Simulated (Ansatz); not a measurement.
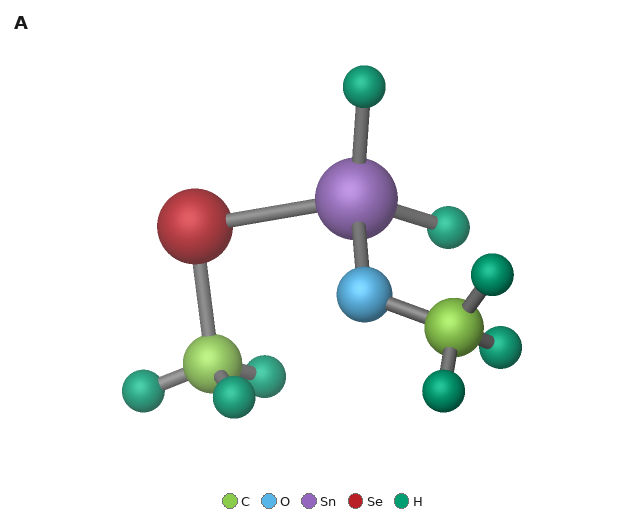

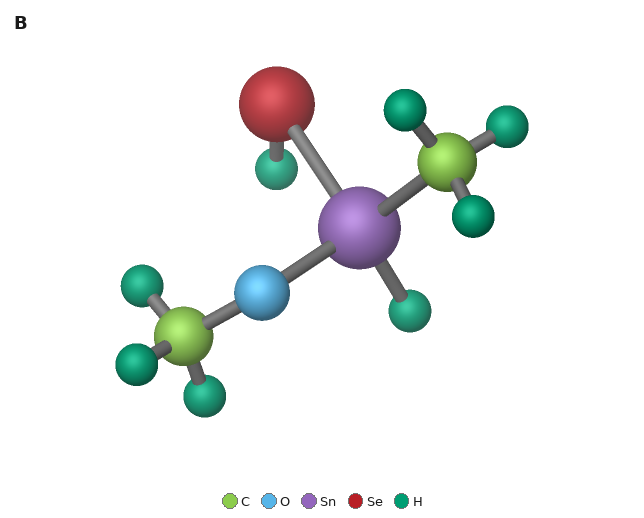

2 stationary structures of one formula. Geometries: PBE0-D4/def2-TZVP. Electronic energies: CCSD(T)/CBS (MP2 limit from def2-TZVPP and def2-QZVPP plus CCSD(T) − MP2) (Ansatz 0.2.0), without zero-point energy. No frequency run is at hand to confirm each as a minimum. Each is one conformer, not always the lowest.

Are they conformers, stereoisomers or constitutional isomers?

They are constitutional isomers of C2H8OSeSn: A `C[O][SnH2][Se]C`, B `C[O][Sn@H]([CH3])[SeH]`.

Which is lowest in energy, and by how much?

B is lowest; A lies 54.2 kJ/mol above it.
